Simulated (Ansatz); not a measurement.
System: BH···CH$_{4}$.

Input file:

```
crystal:
  periodic: [false, false, false]
  atoms:
    - { symbol: B, position_ang: [-0.914514, 0.397622, 0.020701] }
    - { symbol: H, position_ang: [1.134381, -0.060668, 1.158555] }
    - { symbol: C, position_ang: [1.851145, 0.014363, 0.318832] }
    - { symbol: H, position_ang: [1.989795, -0.96686, -0.157127] }
    - { symbol: H, position_ang: [1.503262, 0.746828, -0.4258] }
    - { symbol: H, position_ang: [2.812598, 0.366197, 0.729183] }
    - { symbol: H, position_ang: [-0.625668, -0.497582, -0.809444] }
basis:
  gaussian: { orbitals: def2-SVP }
hamiltonian:
  xc: b3lyp
  dispersion: d4
relax:
  f_tol: 0.03
  max_steps: 50
output:
  orbitals: {}
```

Command:

```sh
ansatz run input.yaml --threads 1 --pin off --max-ram 2048MiB --backend cpu --events-out ev --progress --plain --runs-dir out
```

The fields are those of the run's last geometry, not of the input's.

These are results of RKS B3LYP-D4/def2-SVP (Ansatz), not measurements.

### What will maps of the electron density and electron localisation function show?

B1···H2 (2.28 Å): the density falls to about 0.11 e/Å³ on the way; the ELF climbs to about 1 towards the hydrogen, as it does in any bond to H.
C–H (1.11 Å): the density is about 1.8 e/Å³ at the midpoint; the ELF climbs to about 1 towards the hydrogen: a covalent bond by its length.
B–H (1.25 Å): ρ is about 1.2 e/Å³ halfway; the ELF peaks at about 1 between the atoms; an ordinary covalent bond to hydrogen.

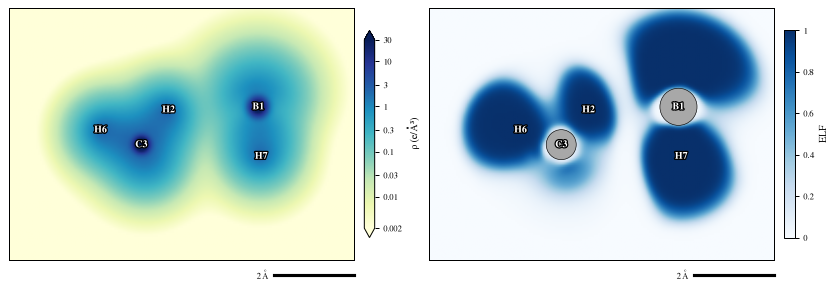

Computed electron density and electron localisation function on the plane of atoms H2, C3 and H6, in this order. Grey discs cover the atomic cores in the ELF map. 
